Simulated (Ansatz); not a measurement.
# CH5ClFNOZr: single points with varied inputs

Aim: run CH5ClFNOZr under a spread of inputs, and see what each costs and gives.

Computed with Ansatz 0.2.0, Gaussian basis. Level: the settings change from run to run.

1 further run of the same task is left out (for a known fault of the program).

**1. The relaxed structure**

An earlier PBE0-D4 in a triple-zeta def2 set relaxation fixed the geometry. Zr takes a core potential in def2 sets; no spin-orbit term is included.

SMILES `C[NH][Zr]([OH])([F])[Cl]`, 11 atoms, charge 0, spin multiplicity 1.

Atoms are counted from 1 here; the program's logs count them from 0.

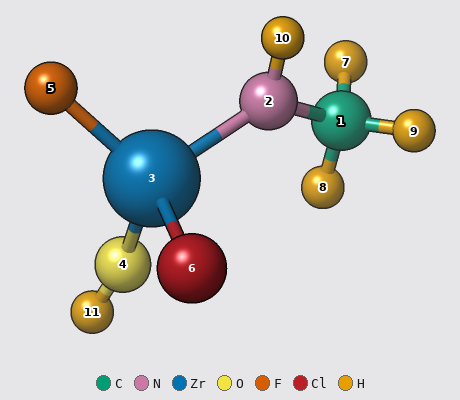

The geometry (carbon teal, nitrogen pink, zirconium blue, oxygen yellow, fluorine orange, chlorine red, hydrogen amber); atoms are numbered from 1 in the order of the file.

**2. BLYP/def2-SVP**

Set apart from the defaults: a point charge of 2.00 e beside it, D3(BJ) with three-body dispersion.

in.yaml

```yaml
crystal:
  periodic: [false, false, false]
  atoms:
    - {symbol: C, position_ang: [1.384697, -1.012499, -0.278214]}
    - {symbol: N, position_ang: [0.776236, 0.289233, -0.468913]}
    - {symbol: Zr, position_ang: [-0.987970, 1.012594, 0.156544]}
    - {symbol: O, position_ang: [-2.077674, -0.505529, 0.548678]}
    - {symbol: F, position_ang: [-1.654542, 2.170798, -1.210407]}
    - {symbol: Cl, position_ang: [-0.633946, 2.310074, 2.117164]}
    - {symbol: H, position_ang: [1.627297, -1.493889, -1.232114]}
    - {symbol: H, position_ang: [0.693102, -1.670267, 0.252786]}
    - {symbol: H, position_ang: [2.303361, -0.952106, 0.316008]}
    - {symbol: H, position_ang: [1.386337, 0.908188, -0.992455]}
    - {symbol: H, position_ang: [-2.816907, -1.056609, 0.790915]}
basis:
  gaussian: {orbitals: def2-SVP, point_charges: [{charge: 2.00, position_ang: [4.835, -0.129, -0.040]}]}
hamiltonian: {xc: {name: BLYP}, dispersion: d3bjatm}
```

Command:

```
$ ansatz run in.yaml --threads 2 --pin off --events-out ev --progress --plain --max-ram 32768MiB --backend cpu
```

Log:

```text
Functional definition: BLYP
  name "BLYP"
  cite "Becke, Phys. Rev. A 38, 3098 (1988) doi:10.1103/PhysRevA.38.3098"
  cite "Lee, Yang & Parr, Phys. Rev. B 37, 785 (1988) doi:10.1103/PhysRevB.37.785"
  parameter beta = 0.0042
  parameter a = 0.04918
  parameter b = 0.132
  parameter c = 0.2533
  parameter d = 0.349
  exchange = b88_x(beta = beta)
  correlation = lyp_c(a = a, b = b, c = c, d = d)
1384 factors; their error is unknown
mean field evaluation 1: about -21152.1096 eV, gradient 9.7e1 eV
mean field evaluation 2: about -20969.5988 eV, gradient 2.8e2 eV
mean field evaluation 4: about -21168.4241 eV, gradient 3.6e1 eV
mean field evaluation 8: about -21171.1893 eV, gradient 9.0e-1 eV
mean field evaluation 16: about -21171.1346 eV, gradient 7.0e-4 eV
mean field -21171.13464021 eV, -778.0248477171 hartree, gradient 4.6e-5 eV, S^2 0.000000; 0 other end points of the search recorded, 0 dependent functions left out
reference -21171.13510246 eV, -778.0248647046 hartree; 32, 32 occupied and 98, 98 virtual orbitals, 1384 factors
Total energy: -21171.67434677 eV, -778.0446815675 hartree
```

Wall time 3 s (2 threads of AMD EPYC 7R13, shared host).

**3. RPA/def2-TZVPP**

Options: charge -1, multiplicity 2, restricted open-shell orbitals, coordinates scaled by 1.12, finite nuclei.

in.yaml

```yaml
crystal:
  periodic: [false, false, false]
  atoms:
    - {symbol: C, position_ang: [1.550861, -1.133998, -0.311600]}
    - {symbol: N, position_ang: [0.869384, 0.323941, -0.525183]}
    - {symbol: Zr, position_ang: [-1.106527, 1.134106, 0.175329]}
    - {symbol: O, position_ang: [-2.326995, -0.566192, 0.614519]}
    - {symbol: F, position_ang: [-1.853087, 2.431293, -1.355656]}
    - {symbol: Cl, position_ang: [-0.710020, 2.587283, 2.371224]}
    - {symbol: H, position_ang: [1.822572, -1.673156, -1.379967]}
    - {symbol: H, position_ang: [0.776274, -1.870699, 0.283120]}
    - {symbol: H, position_ang: [2.579764, -1.066358, 0.353928]}
    - {symbol: H, position_ang: [1.552698, 1.017171, -1.111549]}
    - {symbol: H, position_ang: [-3.154936, -1.183402, 0.885824]}
basis:
  gaussian: {orbitals: def2-TZVPP, nuclear_model: gaussian}
total_charge: -1
magnetization: {spin_polarized: false, initial_magnetization: 1}
hamiltonian: {xc: {name: HF}}
correlation: {method: rpa}
```

Command:

```
$ ansatz run in.yaml --threads 2 --pin off --events-out ev --progress --plain --max-ram 32768MiB --backend cuda --devices 0, --max-vram 18GiB
```

Log (excerpt; [...] marks lines left out):

```text
Functional definition: HF
  name "HF"
  cite "Fock, Z. Phys. 61, 126 (1930) doi:10.1007/BF01340294"
  parent pbe
[...]
1809 factors; integrals over basis functions are off by at most 8.3e-4 eV
[...]
mean field -21112.07538235 eV, -775.8544600227 hartree, gradient 4.7e-6 eV, S^2 0.750000; 13 other end points of the search recorded, 0 dependent functions left out
[...]
9 core orbitals not correlated: weight in the atoms' cores, before any rotation towards them, 1.000 or more for the frozen orbitals, at most 0.000 for the correlated occupied ones
reference -21112.07538235 eV, -775.8544600227 hartree; 24, 23 occupied and 259, 260 virtual orbitals, 1809 factors
Total energy: -21156.28653804 eV, -777.4791900268 hartree
```

It took 21 s on 1 × H100 (card shared with other runs) with 2 threads of AMD EPYC 7R13, shared host; peak host memory 1.3 GiB.

**4. PBE/def2-SVPD**

This run has charge +1, multiplicity 2, a grid of angular degree 47, D3(BJ) with three-body dispersion.

in.yaml

```yaml
crystal:
  periodic: [false, false, false]
  atoms:
    - {symbol: C, position_ang: [1.384697, -1.012499, -0.278214]}
    - {symbol: N, position_ang: [0.776236, 0.289233, -0.468913]}
    - {symbol: Zr, position_ang: [-0.987970, 1.012594, 0.156544]}
    - {symbol: O, position_ang: [-2.077674, -0.505529, 0.548678]}
    - {symbol: F, position_ang: [-1.654542, 2.170798, -1.210407]}
    - {symbol: Cl, position_ang: [-0.633946, 2.310074, 2.117164]}
    - {symbol: H, position_ang: [1.627297, -1.493889, -1.232114]}
    - {symbol: H, position_ang: [0.693102, -1.670267, 0.252786]}
    - {symbol: H, position_ang: [2.303361, -0.952106, 0.316008]}
    - {symbol: H, position_ang: [1.386337, 0.908188, -0.992455]}
    - {symbol: H, position_ang: [-2.816907, -1.056609, 0.790915]}
basis:
  gaussian: {orbitals: def2-SVPD, final_grid: {core_spheres: 20, valence_spheres: 16, degree: 47}}
total_charge: 1
magnetization: {spin_polarized: true, initial_magnetization: 1}
hamiltonian: {xc: {name: PBE}, dispersion: d3bjatm}
output: {forces: true}
```

Command:

```
$ ansatz run in.yaml --threads 2 --pin off --events-out ev --progress --plain --max-ram 32768MiB --backend cpu
```

Log (excerpt; [...] marks lines left out):

```text
Functional definition: PBE
  name "PBE"
  cite "Perdew, Burke & Ernzerhof, Phys. Rev. Lett. 77, 3865 (1996) doi:10.1103/PhysRevLett.77.3865"
  parent pbe
[...]
1588 factors; their error is unknown
[...]
mean field -21152.41373571 eV, -777.3368671664 hartree, gradient 2.7e-5 eV, S^2 0.754325; 6 other end points of the search recorded, 0 dependent functions left out
[...]
reference -21152.41379660 eV, -777.3368694042 hartree; 32, 31 occupied and 155, 156 virtual orbitals, 1588 factors
Total energy: -21152.65487014 eV, -777.3457286931 hartree
Atom 0 at     1.384697    -1.012499    -0.278214 Å, force    -1.240118     0.475508     0.287677 eV/Å
Atom 1 at     0.776236     0.289233    -0.468913 Å, force     2.727948    -2.051005    -0.303686 eV/Å
Atom 2 at    -0.987970     1.012594     0.156544 Å, force    -3.621574     1.293796     1.025395 eV/Å
Atom 3 at    -2.077674    -0.505529     0.548678 Å, force     1.057824     0.795956    -0.358069 eV/Å
Atom 4 at    -1.654542     2.170798    -1.210407 Å, force     0.187969    -0.269721     0.133065 eV/Å
Atom 5 at    -0.633946     2.310074     2.117164 Å, force     0.206881    -0.177884    -0.136693 eV/Å
Atom 6 at     1.627297    -1.493889    -1.232114 Å, force     0.381475    -0.050350    -0.661296 eV/Å
Atom 7 at     0.693102    -1.670267     0.252786 Å, force    -0.308831    -0.232700     0.244139 eV/Å
Atom 8 at     2.303361    -0.952106     0.316008 Å, force     0.737437     0.236764     0.135481 eV/Å
Atom 9 at     1.386337     0.908188    -0.992455 Å, force     0.627498     0.544523    -0.581105 eV/Å
Atom 10 at    -2.816907    -1.056609     0.790915 Å, force    -0.756510    -0.564886     0.215092 eV/Å
Dipole moment:     0.897140    -1.071182    -0.308424 e Å
```

Wall time 29 s (2 threads of AMD EPYC 7R13, shared host).

Largest force 3.980 eV/Å, ⟨S²⟩ 0.754.

**5. B97/def2-TZVPP**

Edit in.yaml of step 4 so:

```diff
@@ -15,6 +15,3 @@
 basis:
-  gaussian: {orbitals: def2-SVPD, final_grid: {core_spheres: 20, valence_spheres: 16, degree: 47}}
-total_charge: 1
-magnetization: {spin_polarized: true, initial_magnetization: 1}
-hamiltonian: {xc: {name: PBE}, dispersion: d3bjatm}
-output: {forces: true}
+  gaussian: {orbitals: def2-TZVPP}
+hamiltonian: {xc: {name: B97}}
```

Command:

```
$ ansatz run in.yaml --threads 2 --pin off --events-out ev --progress --plain --max-ram 32768MiB --backend cuda --devices 0, --max-vram 18GiB
```

Log (excerpt; [...] marks lines left out):

```text
Functional definition: B97
  name "B97"
  cite "Becke, J. Chem. Phys. 107, 8554 (1997) doi:10.1063/1.475007"
[...]
      + integral(e_c_pw_opposite_spin*poly(b97_u_opposite, cos0, cos1, cos2))
1596 factors; their error is unknown
[...]
mean field -21182.56682284 eV, -778.4449726800 hartree, gradient 1.3e-5 eV, S^2 0.000000; 0 other end points of the search recorded, 0 dependent functions left out
reference -21182.56687173 eV, -778.4449744767 hartree; 32, 32 occupied and 260, 260 virtual orbitals, 1596 factors
Total energy: -21182.56687173 eV, -778.4449744767 hartree
```

Wall time 11 s (1 × H100 (card shared with other runs) with 2 threads of AMD EPYC 7R13, shared host); peak host memory 0.91 GiB.

**6. B2PLYP/ANO-RCC-VTZP**

Set apart from the defaults: a grid of angular degree 23.

Edit in.yaml of step 5 so:

```diff
@@ -15,3 +15,3 @@
 basis:
-  gaussian: {orbitals: def2-TZVPP}
-hamiltonian: {xc: {name: B97}}
+  gaussian: {orbitals: ANO-RCC-VTZP, final_grid: {core_spheres: 8, valence_spheres: 7, degree: 23}}
+hamiltonian: {xc: {name: B2PLYP}}
```

Same command.

Log (excerpt; [...] marks lines left out):

```text
Functional definition: B2PLYP
  name "B2PLYP"
  cite "Grimme, J. Chem. Phys. 124, 034108 (2006) doi:10.1063/1.2148954"
  cite "Becke, Phys. Rev. A 38, 3098 (1988) doi:10.1103/PhysRevA.38.3098"
  cite "Lee, Yang & Parr, Phys. Rev. B 37, 785 (1988) doi:10.1103/PhysRevB.37.785"
[...]
1853 factors; integrals over basis functions are off by at most 1.1e-3 eV
[...]
mean field -117833.28160189 eV, -4330.2932286025 hartree, gradient 3.6e-6 eV, S^2 0.000000; 0 other end points of the search recorded, 0 dependent functions left out
23 core orbitals not correlated: weight in the atoms' cores, before any rotation towards them, 1.000 or more for the frozen orbitals, at most 0.000 for the correlated occupied ones
reference -117833.28182478 eV, -4330.2932367936 hartree; 23, 23 occupied and 246, 246 virtual orbitals, 1853 factors
second order -48.62986552 eV of doubles, -0.00000000 eV of singles
Total energy: -117846.41188847 eV, -4330.7757577344 hartree
Relativity: scalar
```

It took 20 s on 1 × H100 (card shared with other runs) with 2 threads of AMD EPYC 7R13, shared host; peak host memory 1.6 GiB.

**7. rPW86-PBE/def2-SVPD**

Set apart from the defaults: rVV10 dispersion.

Edit in.yaml of step 6 so:

```diff
@@ -15,3 +15,4 @@
 basis:
-  gaussian: {orbitals: ANO-RCC-VTZP, final_grid: {core_spheres: 8, valence_spheres: 7, degree: 23}}
-hamiltonian: {xc: {name: B2PLYP}}
+  gaussian: {orbitals: def2-SVPD}
+hamiltonian: {xc: {name: rPW86-PBE}, dispersion: rvv10}
+output: {forces: true}
```

Command:

```
$ ansatz run in.yaml --threads 2 --pin off --events-out ev --progress --plain --max-ram 32768MiB --backend cpu
```

Log (excerpt; [...] marks lines left out):

```text
Functional definition: rPW86-PBE+rVV10
  name "rPW86-PBE+rVV10"
  cite "Murray, Lee & Langreth, J. Chem. Theory Comput. 5, 2754 (2009) doi:10.1021/ct900365q"
  cite "Perdew, Burke & Ernzerhof, Phys. Rev. Lett. 77, 3865 (1996) doi:10.1103/PhysRevLett.77.3865"
  cite "Vydrov & Van Voorhis, J. Chem. Phys. 133, 244103 (2010) doi:10.1063/1.3521275"
  cite "Sabatini, Gorni & de Gironcoli, Phys. Rev. B 87, 041108(R) (2013) doi:10.1103/PhysRevB.87.041108"
  parent "pbe"
[...]
1588 factors; their error is unknown
[...]
mean field -21194.46562136 eV, -778.8822454601 hartree, gradient 4.2e-5 eV, S^2 0.000000; 0 other end points of the search recorded, 0 dependent functions left out
[...]
reference -21194.46577050 eV, -778.8822509410 hartree; 32, 32 occupied and 155, 155 virtual orbitals, 1588 factors
Total energy: -21194.46577050 eV, -778.8822509410 hartree
[...]
Atom 1 at     0.776236     0.289233    -0.468913 Å, force     0.111369    -0.130150    -0.034070 eV/Å
Atom 2 at    -0.987970     1.012594     0.156544 Å, force     0.121815     0.242340     0.281807 eV/Å
Atom 3 at    -2.077674    -0.505529     0.548678 Å, force    -0.019032    -0.346695     0.024244 eV/Å
Atom 4 at    -1.654542     2.170798    -1.210407 Å, force    -0.304300     0.547554    -0.658226 eV/Å
Atom 5 at    -0.633946     2.310074     2.117164 Å, force     0.082333     0.264137     0.403470 eV/Å
Atom 6 at     1.627297    -1.493889    -1.232114 Å, force     0.112071    -0.203959    -0.385041 eV/Å
Atom 7 at     0.693102    -1.670267     0.252786 Å, force    -0.275031    -0.271623     0.221844 eV/Å
Atom 8 at     2.303361    -0.952106     0.316008 Å, force     0.377689     0.011513     0.237219 eV/Å
Atom 9 at     1.386337     0.908188    -0.992455 Å, force     0.278413     0.366796    -0.266215 eV/Å
Atom 10 at    -2.816907    -1.056609     0.790915 Å, force    -0.503666    -0.413372     0.165134 eV/Å
Dipole moment:     0.099461    -0.664019    -0.208890 e Å
```

Wall time 24 s (2 threads of AMD EPYC 7R13, shared host).

Largest force 0.909 eV/Å, dipole 3.38 D.

**8. PBE0/def2-mTZVPP**

This run has charge -1, multiplicity 2, D3(BJ) dispersion.

Edit in.yaml of step 7 so:

```diff
@@ -15,4 +15,6 @@
 basis:
-  gaussian: {orbitals: def2-SVPD}
-hamiltonian: {xc: {name: rPW86-PBE}, dispersion: rvv10}
+  gaussian: {orbitals: def2-mTZVPP}
+total_charge: -1
+magnetization: {spin_polarized: true, initial_magnetization: 1}
+hamiltonian: {xc: {name: PBE0}, dispersion: d3bj}
 output: {forces: true}
```

Launched as before.

Log (excerpt; [...] marks lines left out):

```text
Functional definition: PBE0
  name "PBE0"
  cite "Adamo & Barone, J. Chem. Phys. 110, 6158 (1999) doi:10.1063/1.478522"
  cite "Perdew, Burke & Ernzerhof, Phys. Rev. Lett. 77, 3865 (1996) doi:10.1103/PhysRevLett.77.3865"
  parent pbe
[...]
1689 factors; integrals over basis functions are off by at most 1.1e-3 eV
[...]
mean field -21172.74129487 eV, -778.0838911869 hartree, gradient 1.2e-5 eV, S^2 0.751076; 10 other end points of the search recorded, 0 dependent functions left out
[...]
reference -21172.74135525 eV, -778.0838934058 hartree; 33, 32 occupied and 143, 144 virtual orbitals, 1689 factors
Total energy: -21172.96525850 eV, -778.0921216987 hartree
Atom 0 at     1.384697    -1.012499    -0.278214 Å, force    -0.052201     0.222019    -0.065317 eV/Å
Atom 1 at     0.776236     0.289233    -0.468913 Å, force     0.327332    -0.158026    -0.116636 eV/Å
Atom 2 at    -0.987970     1.012594     0.156544 Å, force    -0.077527    -0.652065     0.274401 eV/Å
Atom 3 at    -2.077674    -0.505529     0.548678 Å, force    -0.033262    -0.334413     0.116605 eV/Å
Atom 4 at    -1.654542     2.170798    -1.210407 Å, force    -0.217555     0.572020    -1.072569 eV/Å
Atom 5 at    -0.633946     2.310074     2.117164 Å, force     0.159292     0.392259     0.914719 eV/Å
Atom 6 at     1.627297    -1.493889    -1.232114 Å, force     0.023654    -0.076646    -0.120176 eV/Å
Atom 7 at     0.693102    -1.670267     0.252786 Å, force    -0.067854     0.035195     0.000368 eV/Å
Atom 8 at     2.303361    -0.952106     0.316008 Å, force     0.167584    -0.002221     0.091323 eV/Å
Atom 9 at     1.386337     0.908188    -0.992455 Å, force     0.224045     0.086766    -0.171910 eV/Å
Atom 10 at    -2.816907    -1.056609     0.790915 Å, force    -0.453507    -0.084887     0.149190 eV/Å
Dipole moment:     0.643159     0.127298    -0.013735 e Å
```

It took 62 s on 2 threads of AMD EPYC 7R13, shared host; peak memory 0.79 GiB.

Largest force 1.235 eV/Å, ⟨S²⟩ 0.751.

**9. PBE0-DH/def2-mTZVP**

This run has atoms shaken by 0.08 Å.

in.yaml

```yaml
crystal:
  periodic: [false, false, false]
  atoms:
    - {symbol: C, position_ang: [1.418556, -1.133588, -0.330991]}
    - {symbol: N, position_ang: [0.719824, 0.453284, -0.442249]}
    - {symbol: Zr, position_ang: [-0.920089, 1.048905, 0.180808]}
    - {symbol: O, position_ang: [-2.000913, -0.563061, 0.596483]}
    - {symbol: F, position_ang: [-1.699665, 2.300408, -1.240795]}
    - {symbol: Cl, position_ang: [-0.625892, 2.456265, 2.094891]}
    - {symbol: H, position_ang: [1.618158, -1.503230, -1.286630]}
    - {symbol: H, position_ang: [0.527224, -1.701468, 0.402420]}
    - {symbol: H, position_ang: [2.427625, -0.823296, 0.576988]}
    - {symbol: H, position_ang: [1.373072, 0.888031, -0.941205]}
    - {symbol: H, position_ang: [-2.751966, -1.004349, 0.761486]}
basis:
  gaussian: {orbitals: def2-mTZVP}
hamiltonian: {xc: {name: PBE0-DH}}
output: {forces: true}
```

Launched as before.

Log (excerpt; [...] marks lines left out):

```text
Functional definition: PBE0-DH
  name "PBE0-DH"
  cite "Brémond & Adamo, J. Chem. Phys. 135, 024106 (2011) doi:10.1063/1.3604569"
  cite "Perdew, Burke & Ernzerhof, Phys. Rev. Lett. 77, 3865 (1996) doi:10.1103/PhysRevLett.77.3865"
[...]
1441 factors; integrals over basis functions are off by at most 1.0e-3 eV
[...]
mean field -21162.59161548 eV, -777.7108973491 hartree, gradient 8.8e-6 eV, S^2 0.000000; 0 other end points of the search recorded, 0 dependent functions left out
9 core orbitals not correlated: weight in the atoms' cores, before any rotation towards them, 1.000 or more for the frozen orbitals, at most 0.000 for the correlated occupied ones
reference -21162.59165220 eV, -777.7108986987 hartree; 23, 23 occupied and 119, 119 virtual orbitals, 1441 factors
second order -38.31955962 eV of doubles, -0.00000000 eV of singles
[...]
Atom 1 at     0.719824     0.453284    -0.442249 Å, force     2.026666    -7.254678     0.860808 eV/Å
Atom 2 at    -0.920089     1.048905     0.180808 Å, force    -5.469011     1.791960     0.092878 eV/Å
Atom 3 at    -2.000913    -0.563061     0.596483 Å, force     5.063451     3.219769    -1.161539 eV/Å
Atom 4 at    -1.699665     2.300408    -1.240795 Å, force     0.879438    -1.352900     1.430036 eV/Å
Atom 5 at    -0.625892     2.456265     2.094891 Å, force     0.115679    -0.085422     0.017347 eV/Å
Atom 6 at     1.618158    -1.503230    -1.286630 Å, force     0.434202    -0.590604    -1.158130 eV/Å
Atom 7 at     0.527224    -1.701468     0.402420 Å, force     3.029925     1.291015    -2.793145 eV/Å
Atom 8 at     2.427625    -0.823296     0.576988 Å, force    -3.097270    -1.547269    -3.599083 eV/Å
Atom 9 at     1.373072     0.888031    -0.941205 Å, force     3.293984     2.768240    -2.597999 eV/Å
Atom 10 at    -2.751966    -1.004349     0.761486 Å, force    -4.175744    -2.295999     0.917913 eV/Å
Dipole moment:     0.500080    -0.993455    -0.239370 e Å
```

Wall time 18 s (2 threads of AMD EPYC 7R13, shared host).

Largest force 9.204 eV/Å, dipole 5.46 D.

**10. All runs side by side**

| level | charge | multiplicity | geometry | functions | energy (eV) | time |
| --- | --- | --- | --- | --- | --- | --- |
| BLYP/def2-SVP | 0 | 1 | relaxed, point charge | 130 | -21171.674 | 3 s |
| RPA/def2-TZVPP | -1 | 2 | scaled | 292 | -21156.287 | 21 s |
| PBE/def2-SVPD | 1 | 2 | relaxed | 187 | -21152.655 | 29 s |
| B97/def2-TZVPP | 0 | 1 | relaxed | 292 | -21182.567 | 11 s |
| B2PLYP/ANO-RCC-VTZP | 0 | 1 | relaxed | 292 | -117846.412 | 20 s |
| rPW86-PBE/def2-SVPD | 0 | 1 | relaxed | 187 | -21194.466 | 24 s |
| PBE0/def2-mTZVPP | -1 | 2 | relaxed | 176 | -21172.965 | 62 s |
| PBE0-DH/def2-mTZVP | 0 | 1 | shaken | 151 | -21167.382 | 18 s |

**11. Outcome**

| quantity | value |
| --- | --- |
| runs | 8 |
| quickest | BLYP/def2-SVP, 3 s |
| slowest | PBE0/def2-mTZVPP, 62 s |
| spread of total energies, same state and geometry | 96663.8 eV |

What this shows: PBE0/def2-mTZVPP took 21 times as long as BLYP/def2-SVP. The jobs differ in tasks and options as well as level. The totals spread over 96664 eV; they can't be compared across methods or bases. Some of these runs are scalar-relativistic and others not, which shifts the totals of all-electron atoms past neon by eV; core potentials, where a basis has them, take the core out of the total altogether. At the PBE0-D4/def2-TZVP geometry and in the same state, runs without warnings or point charges leave forces up to 0.91 eV/Å (rPW86-PBE/def2-SVPD), against 9.2 eV/Å where the atoms were moved.
